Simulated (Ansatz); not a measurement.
Run report: C2H7ClMg, nudged elastic band

System: C2H7ClMg.
Method: RKS PBE0/def2-SVP (Ansatz 0.2.0).

It belongs to a series of runs on one base structure; here: band between the two ends. Figures and captions count atoms from 1; the log counts them from 0 in places.

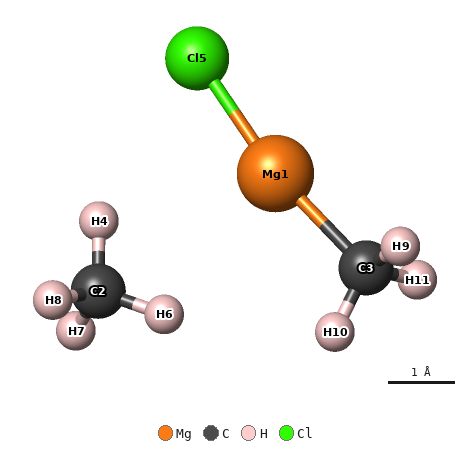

Figure 1. The input geometry (ball-and-stick view, seen at a tilt; atoms are numbered from 1 in the order of the input). Sticks mark near contacts. Bond lengths as drawn: Cl–Mg 2.22 Å, C–H 1.10 Å and C–Mg 2.08 Å.

Input file:
```yaml
crystal:
  periodic: [false, false, false]
  atoms:
    - { symbol: Mg, position_ang: [-0.786272, 1.243291, 0.128021] }
    - { symbol: C, position_ang: [1.649895, -0.727109, 0.891011] }
    - { symbol: C, position_ang: [-1.717483, 0.091936, -1.336989] }
    - { symbol: H, position_ang: [1.502729, 0.255662, 1.366038] }
    - { symbol: Cl, position_ang: [-0.051165, 2.709196, 1.627809] }
    - { symbol: H, position_ang: [0.894276, -0.923602, 0.113288] }
    - { symbol: H, position_ang: [1.57717, -1.509362, 1.657981] }
    - { symbol: H, position_ang: [2.645108, -0.752855, 0.427739] }
    - { symbol: H, position_ang: [-1.776123, 0.634475, -2.296256] }
    - { symbol: H, position_ang: [-1.187069, -0.856142, -1.530245] }
    - { symbol: H, position_ang: [-2.751165, -0.16539, -1.048396] }
basis:
  gaussian: { orbitals: def2-SVP }
hamiltonian:
  xc: pbe0
neb:
  order_check: false
  images: 6
  f_tol: 0.03
  max_iterations: 60
  climbing: false
  final_atoms:
    - { symbol: Mg, position_ang: [-0.71756793, 1.20527967, 0.18744455] }
    - { symbol: C, position_ang: [1.59799468, -0.64214613, 0.76476329] }
    - { symbol: C, position_ang: [-1.68841325, -0.00047055, -1.20517711] }
    - { symbol: H, position_ang: [1.57715947, 0.31207878, 1.31380574] }
    - { symbol: Cl, position_ang: [0.01164381, 2.75009336, 1.61260211] }
    - { symbol: H, position_ang: [1.67804841, -0.47122697, -0.31911926] }
    - { symbol: H, position_ang: [0.70222713, -1.24305943, 0.98292069] }
    - { symbol: H, position_ang: [2.48136025, -1.2042453, 1.09530035] }
    - { symbol: H, position_ang: [-1.92823407, 0.5552136, -2.12765372] }
    - { symbol: H, position_ang: [-1.07383408, -0.86862859, -1.49635371] }
    - { symbol: H, position_ang: [-2.64048342, -0.39278845, -0.80853194] }
  initial_path:
    images:
      - { positions_ang: [[-0.786272, 1.243291, 0.128021], [1.649895, -0.727109, 0.891011], [-1.717483, 0.091936, -1.336989], [1.502729, 0.255662, 1.366038], [-0.051165, 2.709196, 1.627809], [0.894276, -0.923602, 0.113288], [1.57717, -1.509362, 1.657981], [2.645108, -0.752855, 0.427739], [-1.776123, 0.634475, -2.296256], [-1.187069, -0.856142, -1.530245], [-2.751165, -0.16539, -1.048396]] }
      - { positions_ang: [[-0.70072766, 0.98038609, 0.09162837], [1.66212268, -0.67442149, 0.90569599], [-1.79096546, 0.06084491, -1.36392562], [1.45192856, 0.39507206, 1.3492827], [0.1509533, 2.60413735, 1.62952772], [1.15956952, -0.85043481, 0.04137018], [1.41874887, -1.45043029, 1.5717975], [2.64979748, -0.72380264, 0.70936052], [-1.85241943, 0.69276184, -2.23994494], [-1.34230632, -0.86790064, -1.66953912], [-2.80680053, -0.16611236, -1.02525229]] }
      - { positions_ang: [[-0.61518332, 0.71748117, 0.05523573], [1.67435036, -0.62173399, 0.92038098], [-1.86444793, 0.02975381, -1.39086225], [1.40112812, 0.53448213, 1.33252741], [0.35307159, 2.49907869, 1.63124644], [1.42486304, -0.77726762, -0.03054764], [1.26032774, -1.39149858, 1.485614], [2.65448696, -0.69475029, 0.99098204], [-1.92871586, 0.75104868, -2.18363389], [-1.49754363, -0.87965929, -1.80883325], [-2.86243605, -0.16683472, -1.00210858]] }
      - { positions_ang: [[-0.52963898, 0.45457626, 0.0188431], [1.68657804, -0.56904648, 0.93506597], [-1.93793039, -0.00133728, -1.41779887], [1.35032768, 0.67389219, 1.31577211], [0.55518989, 2.39402004, 1.63296516], [1.69015656, -0.70410043, -0.10246547], [1.1019066, -1.33256687, 1.3994305], [2.65917644, -0.66569793, 1.27260356], [-2.00501229, 0.80933552, -2.12732283], [-1.65278095, -0.89141793, -1.94812737], [-2.91807158, -0.16755708, -0.97896486]] }
      - { positions_ang: [[-0.51982412, 0.44914607, 0.02733217], [1.67916371, -0.55690893, 0.91703058], [-1.93377757, -0.01453821, -1.3989686], [1.3609606, 0.68195173, 1.30831036], [0.56416257, 2.39986252, 1.63079275], [1.80212404, -0.63947543, -0.16423793], [0.97691477, -1.29452364, 1.30299331], [2.6357839, -0.73018226, 1.36796947], [-2.02674245, 0.79801246, -2.10323679], [-1.63660453, -0.89320173, -1.94328576], [-2.90225992, -0.20004258, -0.94469857]] }
      - { positions_ang: [[-0.58573872, 0.7011906, 0.08070297], [1.65210737, -0.58532133, 0.86627482], [-1.85198947, -0.00984899, -1.33437144], [1.43302689, 0.55866075, 1.31014215], [0.37998965, 2.51660613, 1.6247292], [1.7607655, -0.58339261, -0.21586504], [0.88535222, -1.27736891, 1.19630244], [2.58430935, -0.88820327, 1.27707976], [-1.99390632, 0.71707951, -2.11137577], [-1.44901438, -0.88501068, -1.79430841], [-2.81500109, -0.2642912, -0.89930969]] }
      - { positions_ang: [[-0.65165333, 0.95323513, 0.13407376], [1.62505102, -0.61373373, 0.81551905], [-1.77020136, -0.00515977, -1.26977427], [1.50509318, 0.43536976, 1.31197395], [0.19581673, 2.63334975, 1.61866566], [1.71940695, -0.52730979, -0.26749215], [0.79378968, -1.26021417, 1.08961157], [2.5328348, -1.04622429, 1.18619006], [-1.9610702, 0.63614656, -2.11951474], [-1.26142423, -0.87681964, -1.64533106], [-2.72774225, -0.32853982, -0.85392081]] }
      - { positions_ang: [[-0.71756793, 1.20527967, 0.18744455], [1.59799468, -0.64214613, 0.76476329], [-1.68841325, -0.00047055, -1.20517711], [1.57715947, 0.31207878, 1.31380574], [0.01164381, 2.75009336, 1.61260211], [1.67804841, -0.47122697, -0.31911926], [0.70222713, -1.24305943, 0.98292069], [2.48136025, -1.2042453, 1.09530035], [-1.92823407, 0.5552136, -2.12765372], [-1.07383408, -0.86862859, -1.49635371], [-2.64048342, -0.39278845, -0.80853194]] }
```

Run on 2 threads of Intel Xeon (Granite Rapids), 64 GiB of memory available, shared host.

Command:
```bash
ansatz run input.yaml --threads 2 --pin off --max-ram 3072MiB --backend cpu --events-out ev --progress --plain --runs-dir out
```

What the program printed:
```
Engine: ansatz 0.2.0, x86_64-unknown-linux-gnu
Functional definition: PBE0
  parameter a = 0.25
  parameter kappa = 0.804
  parameter beta = 0.06672455060314922
  exchange = (1 - a)*pbe_x(kappa = kappa, mu = beta*pi^2/3) + a*exact_x
  correlation = pbe_c(beta = beta)
1026 factors; integrals over basis functions are off by at most 3.9e-4 eV
mean field evaluation 1: about -20131.1302 eV, gradient 5.9e1 eV
mean field evaluation 2: about -20126.3823 eV, gradient 6.8e1 eV
mean field evaluation 4: about -20140.1351 eV, gradient 3.1e0 eV
mean field evaluation 8: about -20140.2043 eV, gradient 2.4e-1 eV
mean field evaluation 16: about -20140.2044 eV, gradient 2.0e-5 eV
mean field -20140.20442677 eV, -740.1388611631 hartree, gradient 2.0e-5 eV, S^2 0.000000; 0 other end points of the search recorded, 0 dependent functions left out
the calculation of the forces begins
reference -20140.20446316 eV, -740.1388625004 hartree; 24, 24 occupied and 75, 75 virtual orbitals, 1026 factors
1026 factors; integrals over basis functions are off by at most 5.0e-4 eV
mean field evaluation 32: about -20140.2127 eV, gradient 2.0e-5 eV
mean field -20140.21266421 eV, -740.1391638833 hartree, gradient 2.0e-5 eV, S^2 0.000000; 0 other end points of the search recorded, 0 dependent functions left out
[... from here on the field's lines of each further geometry are left out, up to the last ...]
NEB iter   1: max|band force component| = 5.397e0 eV/Å  barrier→ = 1.7727 eV  barrier← = 1.7809 eV  Δτ_max = 0.2000 Å  (201 SCF iters)
NEB iter   2: max|band force component| = 2.369e0 eV/Å  barrier→ = 0.7549 eV  barrier← = 0.7632 eV  Δτ_max = 0.1894 Å  (168 SCF iters)
NEB iter   3: max|band force component| = 1.161e0 eV/Å  barrier→ = 0.4777 eV  barrier← = 0.4859 eV  Δτ_max = 0.2000 Å  (168 SCF iters)
NEB iter   4: max|band force component| = 7.905e-1 eV/Å  barrier→ = 0.1888 eV  barrier← = 0.1970 eV  Δτ_max = 0.1994 Å  (168 SCF iters)
NEB iter   5: max|band force component| = 5.316e-1 eV/Å  barrier→ = 0.0806 eV  barrier← = 0.0889 eV  Δτ_max = 0.1879 Å  (167 SCF iters)
NEB iter   6: max|band force component| = 5.431e-1 eV/Å  barrier→ = 0.0473 eV  barrier← = 0.0555 eV  Δτ_max = 0.1999 Å  (164 SCF iters)
NEB iter   7: max|band force component| = 1.176e0 eV/Å  barrier→ = 0.1881 eV  barrier← = 0.1963 eV  Δτ_max = 0.1012 Å  (168 SCF iters)
NEB iter   8: max|band force component| = 1.883e-1 eV/Å  barrier→ = 0.0120 eV  barrier← = 0.0202 eV  Δτ_max = 0.1312 Å  (161 SCF iters)
NEB iter   9: max|band force component| = 7.063e-2 eV/Å  barrier→ = 0.0030 eV  barrier← = 0.0112 eV  Δτ_max = 0.1997 Å  (169 SCF iters)
NEB iter  10: max|band force component| = 8.154e-1 eV/Å  barrier→ = 0.0256 eV  barrier← = 0.0338 eV  Δτ_max = 0.0554 Å  (164 SCF iters)
NEB iter  11: max|band force component| = 2.197e-1 eV/Å  barrier→ = 0.0099 eV  barrier← = 0.0181 eV  Δτ_max = 0.1005 Å  (158 SCF iters)
NEB iter  12: max|band force component| = 1.298e-1 eV/Å  barrier→ = 0.0000 eV  barrier← = 0.0082 eV  Δτ_max = 0.0595 Å  (150 SCF iters)
the calculation of the forces begins
reference -20140.20891159 eV, -740.1390259772 hartree; 24, 24 occupied and 75, 75 virtual orbitals, 1026 factors
1026 factors; integrals over basis functions are off by at most 4.4e-4 eV
mean field -20140.21143040 eV, -740.1391185417 hartree, gradient 8.8e-6 eV, S^2 0.000000; 1 other end points of the search recorded, 0 dependent functions left out
the calculation of the forces begins
reference -20140.21146696 eV, -740.1391198852 hartree; 24, 24 occupied and 75, 75 virtual orbitals, 1026 factors
NEB iter  13: max|band force component| = 2.826e-2 eV/Å  barrier→ = 0.0000 eV  barrier← = 0.0082 eV  Δτ_max = 0.0000 Å  (295 SCF iters)
```

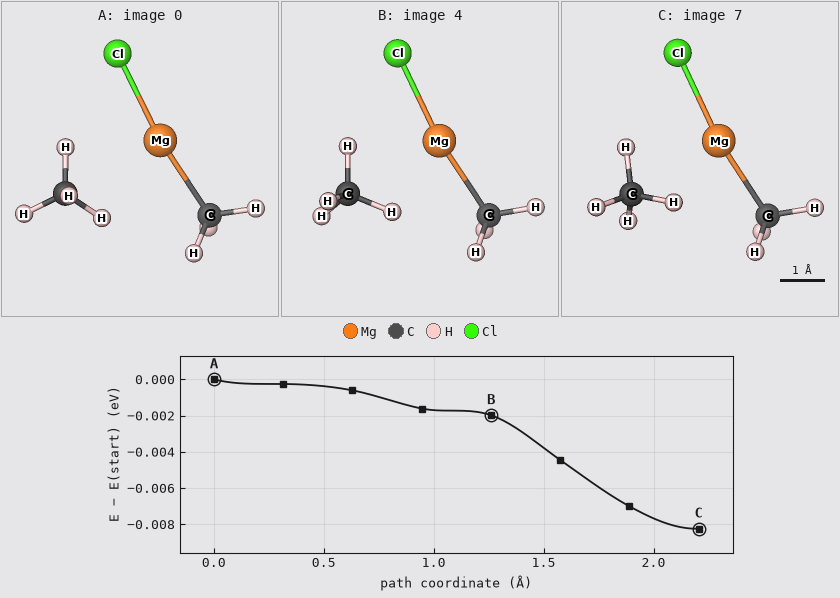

Figure 2. Images of the last band (counted from 0; ball-and-stick, seen at a tilt) above the energy along the path; the line is a cubic interpolation that uses the forces. No image lies above both ends; the end is 0.008 eV below the start. The path is 2.20 Å long. The band converged in 13 iterations.

```
Total energy: -20140.20446316 eV, -740.1388625004 hartree
Atom 0 at    -0.786272     1.243291     0.128021 Å, force    -0.000526    -0.004413    -0.003018 eV/Å
Atom 1 at     1.649895    -0.727109     0.891011 Å, force    -0.006233     0.018584     0.001179 eV/Å
Atom 2 at    -1.717483     0.091936    -1.336989 Å, force     0.001589    -0.006992    -0.003981 eV/Å
Atom 3 at     1.502729     0.255662     1.366038 Å, force     0.006025    -0.012303    -0.001388 eV/Å
Atom 4 at    -0.051165     2.709196     1.627809 Å, force    -0.000615     0.002206     0.000875 eV/Å
Atom 5 at     0.894276    -0.923602     0.113288 Å, force     0.013506    -0.008640     0.005208 eV/Å
Atom 6 at     1.577170    -1.509362     1.657981 Å, force    -0.005218     0.002847    -0.006165 eV/Å
Atom 7 at     2.645108    -0.752855     0.427739 Å, force    -0.012897     0.000063    -0.002226 eV/Å
Atom 8 at    -1.776123     0.634475    -2.296256 Å, force     0.005371    -0.007528     0.008353 eV/Å
Atom 9 at    -1.187069    -0.856142    -1.530245 Å, force    -0.013592     0.018308     0.001331 eV/Å
Atom 10 at    -2.751165    -0.165390    -1.048396 Å, force     0.012589    -0.002132    -0.000168 eV/Å
Dipole moment:     0.017147    -0.415637    -0.242209 e Å
this run last wrote the band of iteration 13 to [file]
```

The last band as extended XYZ (Å, eV, eV/Å):
```
11
Properties=species:S:1:pos:R:3:forces:R:3 image=0 energy=-20140.20443
Mg   -0.7863    1.2433    0.1280   -0.0005  -0.0044  -0.0030
C     1.6499   -0.7271    0.8910   -0.0062   0.0186   0.0012
C    -1.7175    0.0919   -1.3370    0.0016  -0.0070  -0.0040
H     1.5027    0.2557    1.3660    0.0060  -0.0123  -0.0014
Cl   -0.0512    2.7092    1.6278   -0.0006   0.0022   0.0009
H     0.8943   -0.9236    0.1133    0.0135  -0.0086   0.0052
H     1.5772   -1.5094    1.6580   -0.0052   0.0028  -0.0062
H     2.6451   -0.7529    0.4277   -0.0129   0.0001  -0.0022
H    -1.7761    0.6345   -2.2963    0.0054  -0.0075   0.0084
H    -1.1871   -0.8561   -1.5302   -0.0136   0.0183   0.0013
H    -2.7512   -0.1654   -1.0484    0.0126  -0.0021  -0.0002
11
Properties=species:S:1:pos:R:3:forces:R:3 image=1 energy=-20140.20468
Mg   -0.7671    1.2390    0.1327   -0.0005   0.0004   0.0000
C     1.6345   -0.7188    0.8786    0.0000   0.0010   0.0007
C    -1.7063    0.0809   -1.3211    0.0003   0.0005  -0.0003
H     1.5238    0.2819    1.3247   -0.0004  -0.0002  -0.0003
Cl   -0.0378    2.7240    1.6171    0.0004  -0.0003  -0.0001
H     0.9688   -0.8613    0.0125   -0.0002   0.0002  -0.0003
H     1.3991   -1.4789    1.6349   -0.0002  -0.0003   0.0001
H     2.6719   -0.8403    0.5408    0.0005  -0.0007  -0.0001
H    -1.8411    0.6459   -2.2591   -0.0003   0.0000   0.0003
H    -1.1373   -0.8306   -1.5694    0.0004  -0.0003  -0.0004
H    -2.7086   -0.2418   -0.9915    0.0000  -0.0005   0.0004
11
Properties=species:S:1:pos:R:3:forces:R:3 image=2 energy=-20140.20503
Mg   -0.7762    1.2261    0.1492   -0.0003   0.0012   0.0018
C     1.6421   -0.7010    0.8591    0.0007  -0.0085  -0.0010
C    -1.7116    0.0648   -1.3044   -0.0031   0.0012  -0.0024
H     1.5538    0.3061    1.2955    0.0012   0.0012  -0.0020
Cl   -0.0538    2.7147    1.6336    0.0000  -0.0008  -0.0002
H     1.0443   -0.8067   -0.0601    0.0001   0.0027   0.0004
H     1.3053   -1.4460    1.5920   -0.0012   0.0019  -0.0017
H     2.6950   -0.8822    0.6062   -0.0004   0.0035   0.0026
H    -1.7163    0.5732   -2.2836    0.0020  -0.0013   0.0012
H    -1.2191   -0.9115   -1.4466   -0.0006  -0.0016   0.0005
H    -2.7638   -0.1373   -1.0409    0.0016   0.0004   0.0007
11
Properties=species:S:1:pos:R:3:forces:R:3 image=3 energy=-20140.20604
Mg   -0.7765    1.2175    0.1714   -0.0026  -0.0082  -0.0062
C     1.6414   -0.6911    0.8316   -0.0084   0.0098   0.0038
C    -1.7121    0.0575   -1.2834    0.0019   0.0064   0.0089
H     1.5782    0.3142    1.2772    0.0076  -0.0065  -0.0052
Cl   -0.0547    2.7013    1.6600    0.0026   0.0067   0.0068
H     1.1772   -0.7259   -0.1663    0.0043  -0.0004  -0.0030
H     1.1441   -1.4173    1.4884   -0.0013  -0.0036  -0.0017
H     2.7011   -0.9585    0.7263   -0.0026   0.0028   0.0026
H    -1.7424    0.5783   -2.2554    0.0012  -0.0023  -0.0027
H    -1.2012   -0.9063   -1.4441    0.0015  -0.0046  -0.0025
H    -2.7552   -0.1696   -1.0055   -0.0042   0.0000  -0.0009
11
Properties=species:S:1:pos:R:3:forces:R:3 image=4 energy=-20140.20640
Mg   -0.7430    1.2220    0.1506    0.0033   0.0004   0.0075
C     1.6165   -0.6941    0.8430    0.0280  -0.0226   0.0121
C    -1.7014    0.0555   -1.2829    0.0030   0.0034  -0.0013
H     1.5922    0.3159    1.2802   -0.0186   0.0049   0.0017
Cl   -0.0037    2.7287    1.6090    0.0000   0.0030   0.0017
H     1.2231   -0.7061   -0.1850    0.0020   0.0036  -0.0071
H     1.0350   -1.3879    1.4654   -0.0128   0.0160  -0.0015
H     2.6620   -1.0282    0.8127    0.0017  -0.0025  -0.0099
H    -1.8663    0.6235   -2.2142   -0.0054  -0.0038  -0.0032
H    -1.1241   -0.8458   -1.5480    0.0015  -0.0021   0.0017
H    -2.6905   -0.2834   -0.9309   -0.0028  -0.0003  -0.0016
11
Properties=species:S:1:pos:R:3:forces:R:3 image=5 energy=-20140.20888
Mg   -0.7405    1.2125    0.1692   -0.0008  -0.0018   0.0013
C     1.6117   -0.6737    0.8147   -0.0002   0.0087   0.0063
C    -1.6950    0.0344   -1.2579   -0.0008  -0.0002   0.0004
H     1.6014    0.3309    1.2662    0.0001  -0.0061  -0.0035
Cl   -0.0118    2.7305    1.6217    0.0009   0.0021   0.0015
H     1.3714   -0.6372   -0.2586    0.0047   0.0009  -0.0039
H     0.8974   -1.3295    1.3318   -0.0040   0.0011  -0.0045
H     2.6225   -1.0878    0.9261   -0.0016  -0.0022   0.0010
H    -1.8851    0.6007   -2.1854    0.0006  -0.0010  -0.0007
H    -1.1002   -0.8526   -1.5323    0.0004  -0.0016   0.0001
H    -2.6720   -0.3282   -0.8955    0.0006   0.0002   0.0020
11
Properties=species:S:1:pos:R:3:forces:R:3 image=6 energy=-20140.21143
Mg   -0.7288    1.2049    0.1839   -0.0003  -0.0004   0.0003
C     1.6029   -0.6552    0.7858   -0.0008  -0.0032  -0.0004
C    -1.6896    0.0152   -1.2293    0.0001  -0.0012   0.0003
H     1.6033    0.3319    1.2740   -0.0003   0.0024   0.0015
Cl   -0.0019    2.7374    1.6231    0.0005   0.0002  -0.0001
H     1.5210   -0.5603   -0.3071    0.0035   0.0017  -0.0017
H     0.7803   -1.2764    1.1687   -0.0024   0.0021  -0.0039
H     2.5549   -1.1504    1.0190   -0.0013  -0.0008   0.0013
H    -1.8957    0.5757   -2.1569    0.0003  -0.0007   0.0009
H    -1.0878   -0.8664   -1.5064   -0.0003  -0.0002   0.0007
H    -2.6587   -0.3563   -0.8549    0.0009   0.0002   0.0011
11
Properties=species:S:1:pos:R:3:forces:R:3 image=7 energy=-20140.21266
Mg   -0.7176    1.2053    0.1874   -0.0027  -0.0007  -0.0006
C     1.5980   -0.6421    0.7648   -0.0135  -0.0101  -0.0063
C    -1.6884   -0.0005   -1.2052   -0.0036   0.0007  -0.0023
H     1.5772    0.3121    1.3138   -0.0019   0.0063   0.0011
Cl    0.0116    2.7501    1.6126    0.0011   0.0006  -0.0003
H     1.6780   -0.4712   -0.3191    0.0009  -0.0013   0.0113
H     0.7022   -1.2431    0.9829    0.0106   0.0078  -0.0037
H     2.4814   -1.2042    1.0953    0.0039  -0.0028  -0.0016
H    -1.9282    0.5552   -2.1277    0.0014  -0.0016   0.0044
H    -1.0738   -0.8686   -1.4964   -0.0013   0.0000  -0.0018
H    -2.6405   -0.3928   -0.8085    0.0051   0.0011  -0.0001
```

Summary:

```tsv
quantity	value
outcome	converged
barrier, forward	0.000 eV
barrier, backward	0.008 eV
wall time	1.7 min (CPU time 3.2 min)
peak memory	0.21 GiB
```

Notes:

The order of the saddle point was not checked.
